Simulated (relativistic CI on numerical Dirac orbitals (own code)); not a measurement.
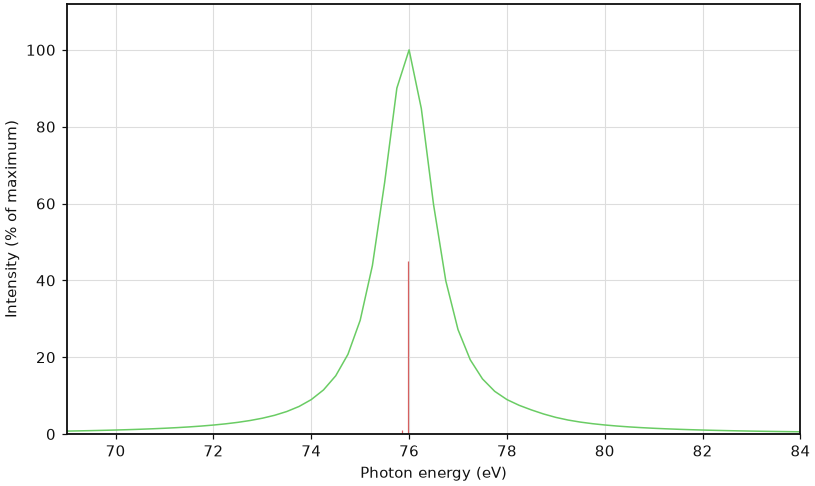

M₂,₃ X-ray absorption of Cu III (Cu²⁺), [Ar] 3d⁹, in a field of Td symmetry with 10Dq = −3,250 cm⁻¹. Sticks are the strongest transitions, on a scale of their own. Multiplet model: relativistic Dirac–Coulomb–Breit theory, one configuration a step, Slater integrals scaled by 0.7, 300 K, Voigt broadening (Lorentzian 1.2 eV, Gaussian 0.3 eV full widths), computed with a radial Dirac CI code.

Describe the spectrum.

The main maxima lie at 76.0 eV (100), heights in % of the largest; the centroid is at 76.0 eV. The ground state has S = 0.50.

Limits of the model: free-ion energies, so absolute edge positions are off by a few eV from solids; core and valence shell share one n, so the strongest features autoionise and are far broader and can lie several eV off in experiment.
